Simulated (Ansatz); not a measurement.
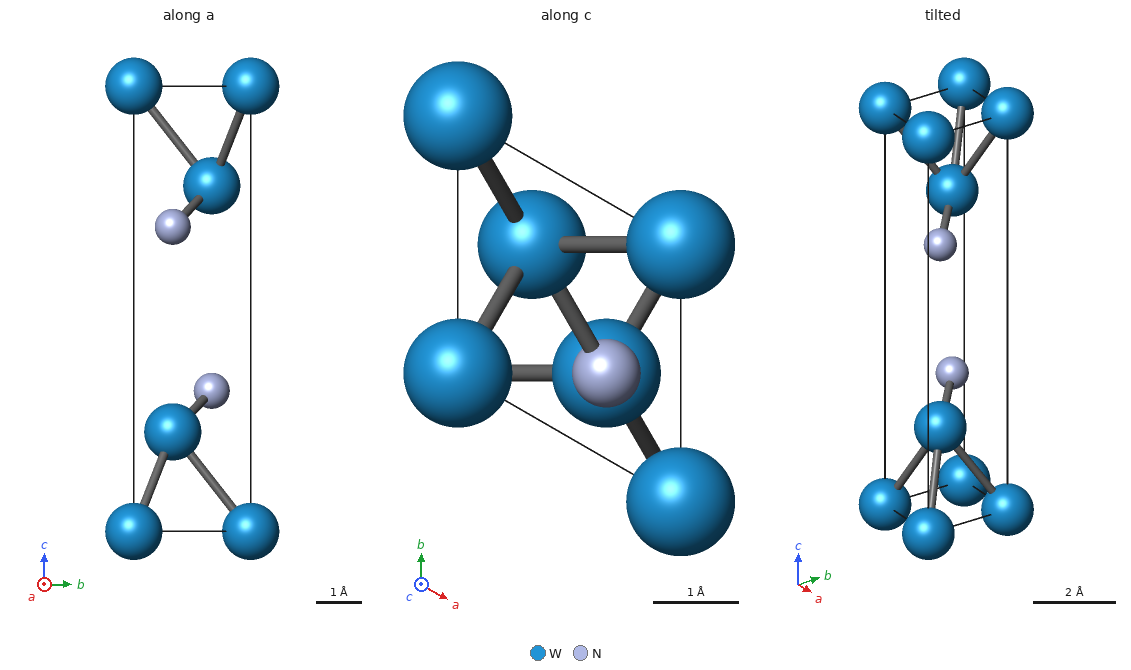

An orthographic ball-and-stick view of the structure, along the a axis, along the c axis and slightly off an axis. The frame is the conventional unit cell; atoms at its boundary are shown with their periodic copies.

The cell is given by a = 3.03 Å, b = 3.03 Å, c = 9.99 Å, α = 90.00°, β = 90.00°, γ = 120.00°.

### Work out the formula from the picture.

W$_{3}$N$_{2}$. The cell holds 3 W, 2 N, counting shared atoms by their share.

### State the space group and its number.

P-3m1 (No. 164), with W on 1a, W on 2d and N on 2d.

Source of the structure: a textbook structure type filled with these elements (whether it is the usual form wasn't checked). The final geometry of a relaxation with DFT PBE, scalar-relativistic, plane waves, PAW in Ansatz is shown.
